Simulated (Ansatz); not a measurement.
# Ti: a line through an energy map

Aim: follow the energy of Ti (Fm-3m, No. 225; 1 atom in the cell) along one coordinate, normal strain along x, with the other held at normal strain along y = 7.00 %.

Program: Ansatz 0.2.0. Level of theory: DFT LDA, scalar-relativistic, plane waves, PAW. These are calculated values, not measurements.

7 further runs of the same task are left out: 7 set aside as unsound or not needed.

**1. Starting point**

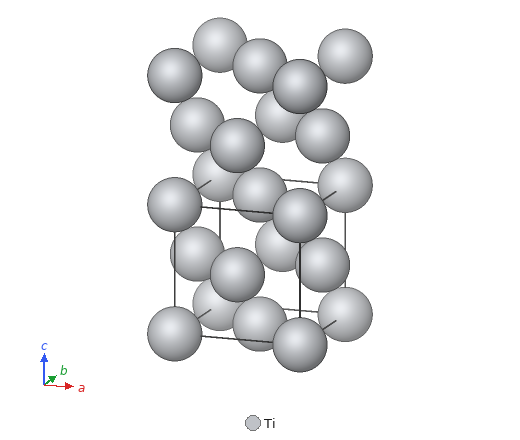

The starting structure, seen slightly off an axis (titanium light grey). 1×1×2 cells are drawn. Atoms on the faces are drawn again on the opposite ones. The cell drawn here is the conventional one.

Coordinates:

```cif
data_structure
_symmetry_space_group_name_H-M 'P 1'
_symmetry_Int_Tables_number 1
_cell_length_a 2.8292
_cell_length_b 2.8292
_cell_length_c 2.8292
_cell_angle_alpha 60.000
_cell_angle_beta 60.000
_cell_angle_gamma 60.000
_cell_volume 16.01
loop_
_atom_site_label
_atom_site_type_symbol
_atom_site_fract_x
_atom_site_fract_y
_atom_site_fract_z
_atom_site_occupancy
Ti1 Ti 0.00000 0.00000 0.00000 1
```

It is the result of an earlier relaxation at this level (volume 16.01 Å³/atom; gap on the mesh: none (metal)).

**2. What is varied**

The energy is mapped over two homogeneous strains (x along [1 0 0], y along [0 1 0], z along [0 0 1] of the conventional cell).

The axes are (1) normal strain along x: 9 values from −7.00 %; (2) normal strain along y: 9 values from −7.00 %.

Nothing else is relaxed (symmetry fixes all fractional coordinates). Energies count from the relaxed crystal. Points are written as (first, second).

**3. The run at (−5.25 %, 7.00 %)**

File input.yaml:

```yaml
crystal:
  lattice:
    - [0.0, 2.1405714119, 2.0005340298]
    - [1.8955059932, 0.0, 2.0005340298]
    - [1.8955059932, 2.1405714119, 0.0]
  atoms:
    - { symbol: Ti, position: [0.0, 0.0, 0.0] }
basis:
  ecutwfc: 520.0
kpoints:
  mp_grid: { grid: [20, 20, 20] }
hamiltonian:
  xc: lda
  pseudopotentials: { kind: paw, azcp: { folder: soft_1 } }
scf:
  occupations: { method: gaussian, width: 0.15 }
output:
  forces: true
  stress: true
  eigenvalues: true
```

Run with:

```sh
$ ansatz run input.yaml --threads 1 --pin off --max-ram 2048MiB --backend cpu --events-out ev --progress --plain --runs-dir out
```

Output, cut to the lines that bear on the results:

```text
Warning: <dir> the record states the generating functional pbe (its physics header spells it `PBE`), which answers neither for hamiltonian.xc's functional nor for the lda family's — results may be inconsistent (PPs are generated against a specific XC)
Warning: RAYON_NUM_THREADS=1 ignored (pool sized by the plan → 1); use --threads N
[...]
Pseudopotentials: kind: paw
Pseudopotential: Ti, paw, valence charge 12, recommended cutoff 420 eV (normal), <dir>
Functional definition: SPW92
[...]
Crystal: 1 atoms, lattice volume = 16.234 Å³
Basis set: ecut = 520 eV, 439 PW (Γ)
Bands: 10, of which v1, the nominal top of the filled ones, is band 6 counted from 1 (5 counted from 0)
Symmetry: 8 space group operations
Space group: Fmmm (ITA 69), of the structure as read, at distance tolerance 2.5e-5 Å
k-points: 1166 of 8000
[...]
SCF iter   1: F=—  HF=-2450.439986 eV  |F-HF|=—  |Δ(HF+E_count)|=         —  Δρ=5.79e-2  dr2=5.42e-1  ethr=3.10e-3  ⟨swp⟩=4.5  Hψ=61729  notcnv=0
[...]
SCF iter   6: F=-2450.255600 eV  HF=-2450.255600 eV  |F-HF|=2.90e-9  |Δ(HF+E_count)|=   1.14e-7  Δρ=4.24e-6  dr2=2.24e-9  ethr=8.33e-10  ⟨swp⟩=5.0  Hψ=53947  notcnv=0
[...]
SCF converged after 6 iterations
Free energy (F): -2450.255600 eV
[...]
E sigma→0 (E₀):  -2450.244904 eV
Entropy (-TS):   -0.021392 eV (-21.392 meV/atom)
Fermi energy:    13.911393 eV
[...]
--- Forces (eV/Å), atoms counted from 1 ---
  atom   1  Ti     0.00000000     0.00000000    -0.00000000
[...]
--- Stress (GPa, compression-positive) ---
       -0.160151       0.000000       0.000000
        0.000000      -3.227578       0.000000
        0.000000       0.000000      -1.691964
  P = ⅓ Tr σ = -1.6932 GPa (-16.932 kbar)
--- Band table (eV; the first three rows and the last of 1166) ---
  k-point 0: bands = ["-42.0439", "-18.1382", "-18.1108", "-18.1079", "7.8115", "14.3197", "14.9714", "15.3631", "16.0014", "17.0693"]
[...]
```

It took 5.1 s on 1 thread of AMD EPYC 9R45 (Zen 5), shared host; peak memory 0.6 GiB.

On the map this point reads 12 meV/atom.

**4. The run at (−3.50 %, 7.00 %)**

Edit input.yaml of step 3 so:

```diff
@@ -3,4 +3,4 @@
     - [0.0, 2.1405714119, 2.0005340298]
-    - [1.8955059932, 0.0, 2.0005340298]
-    - [1.8955059932, 2.1405714119, 0.0]
+    - [1.9305153388, 0.0, 2.0005340298]
+    - [1.9305153388, 2.1405714119, 0.0]
   atoms:
```

Run with:

```sh
$ ansatz run input.yaml --threads 1 --pin off --max-ram 2048MiB --backend cpu --events-out ev --progress --plain --runs-dir out
```

Output, cut to the lines that bear on the results:

```text
[...]
SCF converged after 6 iterations
Free energy (F): -2450.253157 eV
[...]
E sigma→0 (E₀):  -2450.242586 eV
Entropy (-TS):   -0.021142 eV (-21.142 meV/atom)
Fermi energy:    13.619882 eV
[...]
--- Forces (eV/Å), atoms counted from 1 ---
  atom   1  Ti     0.00000000     0.00000000     0.00000000
[...]
--- Stress (GPa, compression-positive) ---
       -2.437818       0.000000       0.000000
        0.000000      -5.208406       0.000000
        0.000000       0.000000      -3.500405
  P = ⅓ Tr σ = -3.7155 GPa (-37.155 kbar)
--- Band table (eV; the first three rows and the last of 1166) ---
  k-point 0: bands = ["-42.3723", "-18.4907", "-18.4672", "-18.4645", "7.5453", "14.0582", "14.6827", "14.9407", "15.7408", "16.6608"]
[...]
```

Wall time 5.1 s (1 thread of AMD EPYC 9R45 (Zen 5), shared host); peak memory 0.6 GiB.

Energy on the map's scale: 14 meV/atom.

**5. Grid point (−1.75 %, 7.00 %)**

Edit input.yaml of step 4 so:

```diff
@@ -3,4 +3,4 @@
     - [0.0, 2.1405714119, 2.0005340298]
-    - [1.9305153388, 0.0, 2.0005340298]
-    - [1.9305153388, 2.1405714119, 0.0]
+    - [1.9655246843, 0.0, 2.0005340298]
+    - [1.9655246843, 2.1405714119, 0.0]
   atoms:
```

Run with:

```sh
$ ansatz run input.yaml --threads 1 --pin off --max-ram 2048MiB --backend cpu --events-out ev --progress --plain --runs-dir out
```

Output, cut to the lines that bear on the results:

```text
Warning: <dir> the record states the generating functional pbe (its physics header spells it `PBE`), which answers neither for hamiltonian.xc's functional nor for the lda family's — results may be inconsistent (PPs are generated against a specific XC)
Warning: RAYON_NUM_THREADS=1 ignored (pool sized by the plan → 1); use --threads N
[...]
Pseudopotentials: kind: paw
Pseudopotential: Ti, paw, valence charge 12, recommended cutoff 420 eV (normal), <dir>
Functional definition: SPW92
[...]
Crystal: 1 atoms, lattice volume = 16.834 Å³
Basis set: ecut = 520 eV, 459 PW (Γ)
Bands: 10, of which v1, the nominal top of the filled ones, is band 6 counted from 1 (5 counted from 0)
Symmetry: 8 space group operations
Space group: Fmmm (ITA 69), of the structure as read, at distance tolerance 2.6e-5 Å
k-points: 1166 of 8000
[...]
SCF iter   1: F=—  HF=-2450.438808 eV  |F-HF|=—  |Δ(HF+E_count)|=         —  Δρ=5.83e-2  dr2=5.76e-1  ethr=3.10e-3  ⟨swp⟩=4.5  Hψ=61885  notcnv=0
[...]
SCF iter   6: F=-2450.246532 eV  HF=-2450.246532 eV  |F-HF|=2.11e-9  |Δ(HF+E_count)|=   2.73e-8  Δρ=3.58e-6  dr2=1.69e-9  ethr=8.33e-10  ⟨swp⟩=5.0  Hψ=54262  notcnv=0
[...]
SCF converged after 6 iterations
Free energy (F): -2450.246532 eV
[...]
E sigma→0 (E₀):  -2450.236003 eV
Entropy (-TS):   -0.021058 eV (-21.058 meV/atom)
Fermi energy:    13.337038 eV
[...]
--- Forces (eV/Å), atoms counted from 1 ---
  atom   1  Ti     0.00000000     0.00000000    -0.00000000
[...]
--- Stress (GPa, compression-positive) ---
       -4.621357      -0.000000       0.000000
       -0.000000      -6.992217       0.000000
        0.000000       0.000000      -5.148321
  P = ⅓ Tr σ = -5.5873 GPa (-55.873 kbar)
--- Band table (eV; the first three rows and the last of 1166) ---
  k-point 0: bands = ["-42.6909", "-18.8314", "-18.8110", "-18.8094", "7.2901", "13.8091", "14.4071", "14.5345", "15.4797", "16.2641"]
[...]
```

It took 5.1 s on 1 thread of AMD EPYC 9R45 (Zen 5), shared host; peak memory 0.6 GiB.

On the map this point reads 21 meV/atom.

**6. The run at (0.00 %, 7.00 %)**

Edit input.yaml of step 5 so:

```diff
@@ -3,4 +3,4 @@
     - [0.0, 2.1405714119, 2.0005340298]
-    - [1.9655246843, 0.0, 2.0005340298]
-    - [1.9655246843, 2.1405714119, 0.0]
+    - [2.0005340298, 0.0, 2.0005340298]
+    - [2.0005340298, 2.1405714119, 0.0]
   atoms:
@@ -20 +20,5 @@
   eigenvalues: true
+  write_density: true
+  write_potential: true
+  elf: true
+  volumetric_format: npy
```

Run with:

```sh
$ ansatz run input.yaml --threads 1 --pin off --max-ram 2048MiB --backend cpu --events-out ev --progress --plain --runs-dir out
```

Output, cut to the lines that bear on the results:

```text
[...]
SCF converged after 6 iterations
Free energy (F): -2450.235944 eV
[...]
E sigma→0 (E₀):  -2450.225371 eV
Entropy (-TS):   -0.021146 eV (-21.146 meV/atom)
Fermi energy:    13.061934 eV
[...]
--- Forces (eV/Å), atoms counted from 1 ---
  atom   1  Ti     0.00000000    -0.00000000    -0.00000000
[...]
--- Stress (GPa, compression-positive) ---
       -6.670124      -0.000000       0.000000
       -0.000000      -8.613756       0.000000
        0.000000       0.000000      -6.670124
  P = ⅓ Tr σ = -7.3180 GPa (-73.180 kbar)
--- Band table (eV; the first three rows and the last of 641) ---
  k-point 0: bands = ["-43.0002", "-19.1610", "-19.1433", "-19.1433", "7.0453", "13.5714", "14.1434", "14.1434", "15.2155", "15.8825"]
[...]
```

Run time: 3.5 s. Hardware: 1 thread of AMD EPYC 9R45 (Zen 5), shared host; peak memory 0.46 GiB.

The maps below are laid out on this run's own conventional cell (a, b, c = 2.829, 2.829, 4.281 Å).

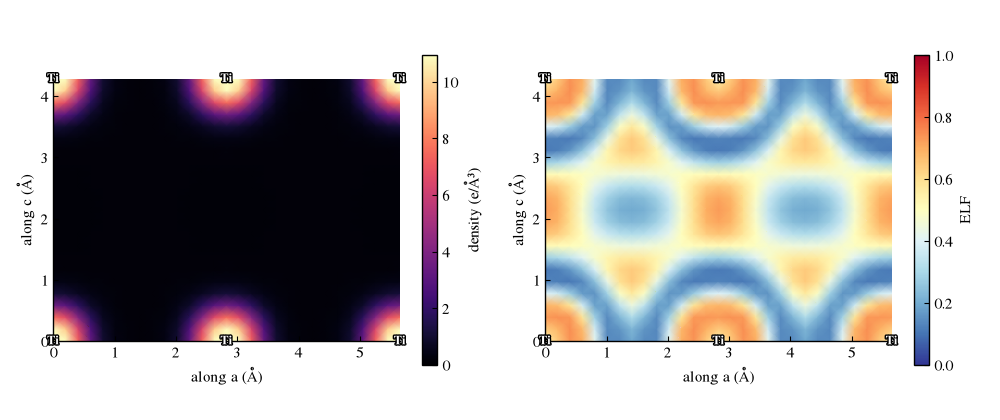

Density (left) and ELF (right) in a lattice plane of the grid's cell (edges 2.83 and 4.28 Å, at 0.000 of the third edge), which holds Ti. Only atoms in the plane are labelled; the density scale stops at 10.94 e/Å³. Both are smooth fields of the valence electrons: close to the nuclei they are not physical.

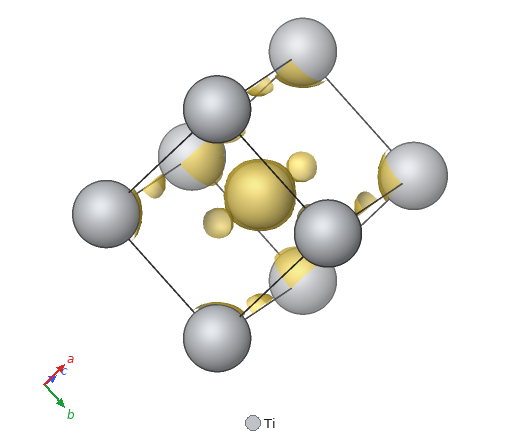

Surface of ELF = 0.67, drawn in one cell.

Outside the cores ELF peaks at 0.73 between the atoms, 2.0 Å from Ti.

That is 32 meV/atom from the zero.

**7. Point (1.75 %, 7.00 %)**

Edit input.yaml of step 6 so:

```diff
@@ -3,4 +3,4 @@
     - [0.0, 2.1405714119, 2.0005340298]
-    - [2.0005340298, 0.0, 2.0005340298]
-    - [2.0005340298, 2.1405714119, 0.0]
+    - [2.0355433753, 0.0, 2.0005340298]
+    - [2.0355433753, 2.1405714119, 0.0]
   atoms:
@@ -20,5 +20 @@
   eigenvalues: true
-  write_density: true
-  write_potential: true
-  elf: true
-  volumetric_format: npy
```

Run with:

```sh
$ ansatz run input.yaml --threads 1 --pin off --max-ram 2048MiB --backend cpu --events-out ev --progress --plain --runs-dir out
```

Output, cut to the lines that bear on the results:

```text
[...]
SCF converged after 6 iterations
Free energy (F): -2450.221642 eV
[...]
E sigma→0 (E₀):  -2450.211019 eV
Entropy (-TS):   -0.021246 eV (-21.246 meV/atom)
Fermi energy:    12.794090 eV
[...]
--- Forces (eV/Å), atoms counted from 1 ---
  atom   1  Ti     0.00000000    -0.00000000     0.00000000
[...]
--- Stress (GPa, compression-positive) ---
       -8.596459       0.000000       0.000000
        0.000000     -10.085600       0.000000
        0.000000       0.000000      -8.077517
  P = ⅓ Tr σ = -8.9199 GPa (-89.199 kbar)
--- Band table (eV; the first three rows and the last of 1166) ---
  k-point 0: bands = ["-43.3006", "-19.4800", "-19.4666", "-19.4645", "6.8104", "13.3442", "13.7666", "13.8907", "14.9442", "15.5200"]
[...]
```

It took 5.2 s on 1 thread of AMD EPYC 9R45 (Zen 5), shared host; peak memory 0.61 GiB.

That is 46 meV/atom from the zero.

**8. Point (3.50 %, 7.00 %)**

Edit input.yaml of step 7 so:

```diff
@@ -3,4 +3,4 @@
     - [0.0, 2.1405714119, 2.0005340298]
-    - [2.0355433753, 0.0, 2.0005340298]
-    - [2.0355433753, 2.1405714119, 0.0]
+    - [2.0705527208, 0.0, 2.0005340298]
+    - [2.0705527208, 2.1405714119, 0.0]
   atoms:
```

Run with:

```sh
$ ansatz run input.yaml --threads 1 --pin off --max-ram 2048MiB --backend cpu --events-out ev --progress --plain --runs-dir out
```

Output, cut to the lines that bear on the results:

```text
Warning: <dir> the record states the generating functional pbe (its physics header spells it `PBE`), which answers neither for hamiltonian.xc's functional nor for the lda family's — results may be inconsistent (PPs are generated against a specific XC)
Warning: RAYON_NUM_THREADS=1 ignored (pool sized by the plan → 1); use --threads N
[...]
Pseudopotentials: kind: paw
Pseudopotential: Ti, paw, valence charge 12, recommended cutoff 420 eV (normal), <dir>
Functional definition: SPW92
[...]
Crystal: 1 atoms, lattice volume = 17.733 Å³
Basis set: ecut = 520 eV, 499 PW (Γ)
Bands: 10, of which v1, the nominal top of the filled ones, is band 6 counted from 1 (5 counted from 0)
Symmetry: 8 space group operations
Space group: Fmmm (ITA 69), of the structure as read, at distance tolerance 2.6e-5 Å
k-points: 1166 of 8000
[...]
SCF iter   1: F=—  HF=-2450.405805 eV  |F-HF|=—  |Δ(HF+E_count)|=         —  Δρ=5.87e-2  dr2=6.23e-1  ethr=3.10e-3  ⟨swp⟩=4.5  Hψ=61954  notcnv=0
[...]
SCF iter   6: F=-2450.203833 eV  HF=-2450.203833 eV  |F-HF|=1.03e-9  |Δ(HF+E_count)|=   3.80e-8  Δρ=3.00e-6  dr2=1.13e-9  ethr=8.33e-10  ⟨swp⟩=5.0  Hψ=51347  notcnv=0
[...]
SCF converged after 6 iterations
Free energy (F): -2450.203833 eV
[...]
E sigma→0 (E₀):  -2450.193104 eV
Entropy (-TS):   -0.021457 eV (-21.457 meV/atom)
Fermi energy:    12.533243 eV
[...]
--- Forces (eV/Å), atoms counted from 1 ---
  atom   1  Ti     0.00000000     0.00000000     0.00000000
[...]
--- Stress (GPa, compression-positive) ---
      -10.417100       0.000000       0.000000
        0.000000     -11.409316       0.000000
        0.000000       0.000000      -9.376068
  P = ⅓ Tr σ = -10.4008 GPa (-104.008 kbar)
--- Band table (eV; the first three rows and the last of 1166) ---
  k-point 0: bands = ["-43.5925", "-19.7890", "-19.7799", "-19.7752", "6.5847", "13.1263", "13.4036", "13.6482", "14.6611", "15.1820"]
[...]
```

Run time: 5.2 s. Hardware: 1 thread of AMD EPYC 9R45 (Zen 5), shared host; peak memory 0.61 GiB.

That is 64 meV/atom from the zero.

**9. Grid point (5.25 %, 7.00 %)**

Edit input.yaml of step 8 so:

```diff
@@ -3,4 +3,4 @@
     - [0.0, 2.1405714119, 2.0005340298]
-    - [2.0705527208, 0.0, 2.0005340298]
-    - [2.0705527208, 2.1405714119, 0.0]
+    - [2.1055620664, 0.0, 2.0005340298]
+    - [2.1055620664, 2.1405714119, 0.0]
   atoms:
```

Run with:

```sh
$ ansatz run input.yaml --threads 1 --pin off --max-ram 2048MiB --backend cpu --events-out ev --progress --plain --runs-dir out
```

Output, cut to the lines that bear on the results:

```text
[...]
SCF converged after 6 iterations
Free energy (F): -2450.182728 eV
[...]
E sigma→0 (E₀):  -2450.171774 eV
Entropy (-TS):   -0.021907 eV (-21.907 meV/atom)
Fermi energy:    12.278836 eV
[...]
--- Forces (eV/Å), atoms counted from 1 ---
  atom   1  Ti     0.00000000     0.00000000    -0.00000000
[...]
--- Stress (GPa, compression-positive) ---
      -12.116096       0.000000       0.000000
        0.000000     -12.603067       0.000000
        0.000000       0.000000     -10.580843
  P = ⅓ Tr σ = -11.7667 GPa (-117.667 kbar)
--- Band table (eV; the first three rows and the last of 1166) ---
  k-point 0: bands = ["-43.8762", "-20.0882", "-20.0836", "-20.0761", "6.3679", "12.9170", "13.0534", "13.4151", "14.3625", "14.8720"]
[...]
```

Wall time 5.3 s (1 thread of AMD EPYC 9R45 (Zen 5), shared host); peak memory 0.61 GiB.

Energy on the map's scale: 85 meV/atom.

**10. Point (7.00 %, 7.00 %)**

Edit input.yaml of step 9 so:

```diff
@@ -3,4 +3,4 @@
     - [0.0, 2.1405714119, 2.0005340298]
-    - [2.1055620664, 0.0, 2.0005340298]
-    - [2.1055620664, 2.1405714119, 0.0]
+    - [2.1405714119, 0.0, 2.0005340298]
+    - [2.1405714119, 2.1405714119, 0.0]
   atoms:
```

Run with:

```sh
$ ansatz run input.yaml --threads 1 --pin off --max-ram 2048MiB --backend cpu --events-out ev --progress --plain --runs-dir out
```

Output, cut to the lines that bear on the results:

```text
[...]
SCF converged after 6 iterations
Free energy (F): -2450.158564 eV
[...]
E sigma→0 (E₀):  -2450.147272 eV
Entropy (-TS):   -0.022585 eV (-22.585 meV/atom)
Fermi energy:    12.030410 eV
[...]
--- Forces (eV/Å), atoms counted from 1 ---
  atom   1  Ti    -0.00000000    -0.00000000     0.00000000
[...]
--- Stress (GPa, compression-positive) ---
      -13.684803      -0.000000       0.000000
       -0.000000     -13.684803       0.000000
        0.000000       0.000000     -11.704082
  P = ⅓ Tr σ = -13.0246 GPa (-130.246 kbar)
--- Band table (eV; the first three rows and the last of 641) ---
  k-point 0: bands = ["-44.1522", "-20.3782", "-20.3782", "-20.3676", "6.1594", "12.7156", "12.7156", "13.1906", "14.0494", "14.5894"]
[...]
```

Wall time 2.8 s (1 thread of AMD EPYC 9R45 (Zen 5), shared host); peak memory 0.49 GiB.

That is 109 meV/atom from the zero.

**11. The line in numbers**

| normal strain along x (%) | step | energy (meV/atom) | slope (meV/atom per %) | pressure (GPa) |
| --- | --- | --- | --- | --- |
| −7.00 | – | 14 | −2.3 | 0.5 |
| −5.25 | 3 | 12 | 0.2 | −1.7 |
| −3.50 | 4 | 14 | 2.6 | −3.7 |
| −1.75 | 5 | 21 | 4.9 | −5.6 |
| 0.00 | 6 | 32 | 7.1 | −7.3 |
| 1.75 | 7 | 46 | 9.2 | −8.9 |
| 3.50 | 8 | 64 | 11.1 | −10.4 |
| 5.25 | 9 | 85 | 13.0 | −11.8 |
| 7.00 | 10 | 109 | 14.6 | −13.0 |

Energies count from the relaxed crystal. Rows without a step come from runs not printed here or follow by symmetry. Slopes come from the forces (and the stress, where the cell changes), not from differences of energies.

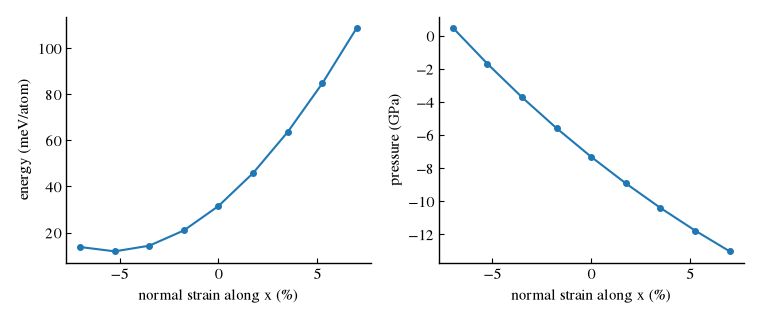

Energy and pressure along the line.

In words: Along the line the energy is lowest at −5.25 %, 12 meV/atom from the zero. Energies and slopes round the minimum, fitted together, put the minimum at −5.373 %, with a curvature of about 1.4 meV/atom per %². Divided by the reference volume, that is a stiffness of about 140 GPa for this pattern of strain. The highest point computed, at 7.00 %, lies 97 meV/atom above the lowest. This is one cut through a surface in two coordinates; the map's lowest point lies off it.
